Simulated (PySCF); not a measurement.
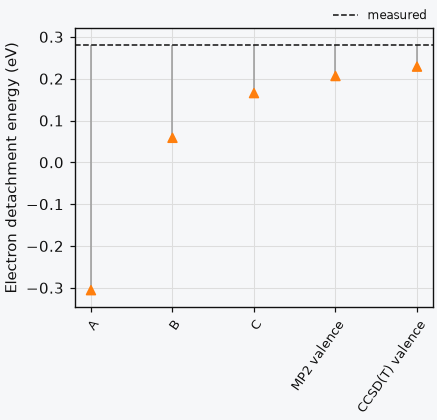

The electron detachment energy of B⁻ ([He] 2s² 2p² → [He] 2s² 2p) by several methods, in rising order. PySCF, aug-cc-pCVTZ-DK, spin-free X2C-1e, unrestricted single determinants, no spin-orbit coupling. Methods marked “valence” freeze 2 core electrons. The lettered entries are CCSD valence, HF and SCS-MP2 valence in some order.

Q: Which letter is which method?

A: A is HF (−0.306 eV); B is SCS-MP2 valence (0.059 eV); C is CCSD valence (0.165 eV). The values run from −0.306 eV (HF) to 0.229 eV (CCSD(T) valence). The measured value is 0.280 eV; nearest to it come CCSD(T) valence (−0.051) and MP2 valence (−0.073), furthest HF (−0.585 eV).
